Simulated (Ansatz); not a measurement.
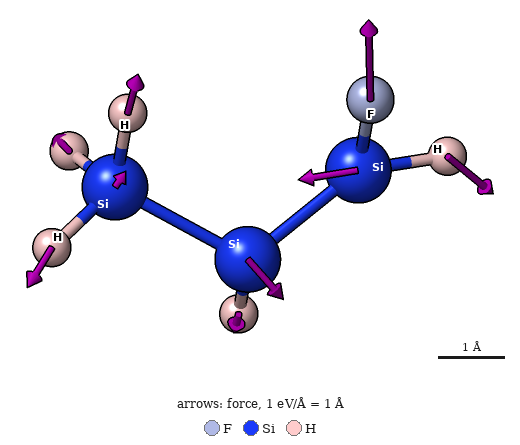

Starting geometry of Si$_{3}$H$_{5}$F with the computed forces as purple arrows. Style: ball-and-stick. Shown at a tilt.

The run prepares an end point of a later path (hydrogen shift) calculation, from a guessed geometry.

Level of theory: RKS PBE-D4/cc-pVDZ (Ansatz). Settings: no spin polarisation; force threshold 0.02 eV/Å; at most 50 steps.

### What follows when this structure is relaxed?

It isn't relaxed: the largest force vector, on the F atom, is 1.65 eV/Å. The final displacements follow the starting forces only in part (cosine between the two patterns 0.41). The energy falls by 10.1 kcal/mol in 6 accepted moves (7 points after the start). Largest force component: 1.6 eV/Å at the start, 0.01 eV/Å at the end. The line search rejected the trial step at point 3 of the run. An H atom moves most after the best rigid fit: 0.37 Å. Largest moves by element: H 0.37 Å, F 0.35 Å, Si 0.19 Å. Near-neighbour distances that change, for instance: Si–Si 2.312 → 2.361 Å, H–Si 1.469 → 1.510 Å, F–Si 1.628 → 1.665 Å, H–Si 1.498 → 1.523 Å. Bond angles that change, for instance: Si–Si–H 150.6° → 126.9°, F–Si–Si 107.3° → 121.5°, F–Si–H 94.5° → 105.0°.
